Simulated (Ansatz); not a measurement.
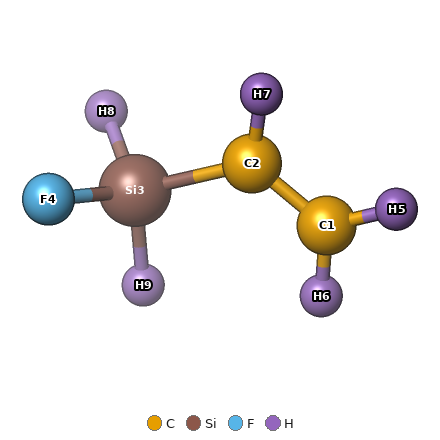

The system is C₂H₅FSi, SMILES C=C[SiH2]F; the picture shows the reference structure. Coordinates scanned: (1) dihedral H5–C1–C2–Si3; (2) dihedral C1–C2–Si3–F4. Nothing is relaxed (all other coordinates rigid). The scan uses an 18 × 18 grid. Energies are in kJ/mol, from the lowest grid point. The dihedral twists a double bond; near 90° a spin-restricted reference is unreliable. Level of theory: RKS PBE-D4/def2-SVP (Ansatz 0.2.0).

Its coordinates:

```
atom    x (Å)    y (Å)    z (Å)
   C  -1.2584   0.8347  -0.3400
   C  -0.2941   0.4344   0.5144
  Si   1.0071  -0.8107   0.0261
   F   2.4989  -0.1195   0.0472
   H  -2.0429   1.5553  -0.0496
   H  -1.3095   0.4561  -1.3765
   H  -0.2922   0.8502   1.5394
   H   1.0551  -1.9603   0.9930
   H   0.7246  -1.2865  -1.3710
```

Range: dihedral H5–C1–C2–Si3 from −180 to 160°; dihedral C1–C2–Si3–F4 from −180 to 160°.

### Predict the map.

The lowest grid point is at dihedral H5–C1–C2–Si3 = −180°, dihedral C1–C2–Si3–F4 = 120°; the map holds 3 wells of about this depth. A higher local minimum lies near dihedral H5–C1–C2–Si3 = 0°, dihedral C1–C2–Si3–F4 = −120° (0.9 kJ/mol above the lowest at that grid point). The highest grid point, dihedral H5–C1–C2–Si3 = 80°, dihedral C1–C2–Si3–F4 = 140°, lies 301 kJ/mol above the lowest. Round the minimum the valley is somewhat tilted: raising dihedral H5–C1–C2–Si3 shifts the best value of dihedral C1–C2–Si3–F4 downwards (coupling k₁₂/√(k₁₁k₂₂) about 0.2).

```tsv
dihedral C1–C2–Si3–F4 ↓, dihedral H5–C1–C2–Si3 →	−180	−140	−100	−60	−20	20	60	100	140
160	6	86	301	157	20	28	177	276	71
120	0	80	294	156	16	22	172	274	69
80	4	76	282	164	23	22	164	282	76
40	6	83	293	161	21	27	173	280	74
0	0	80	297	163	18	21	173	284	73
−40	5	79	291	163	23	24	170	280	76
−80	4	81	289	157	20	25	170	273	71
−120	1	73	282	168	21	19	162	289	77
−160	7	76	284	172	27	23	164	294	82
```

The table holds every second grid line.

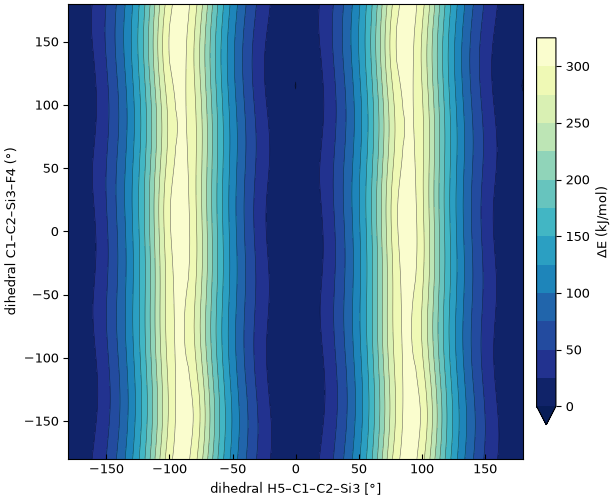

The picture shows filled contours. Between grid points the surface is interpolated.

The whole map (324 points run) took 26 min on 1 thread of AMD EPYC 7571, with other jobs on the host.
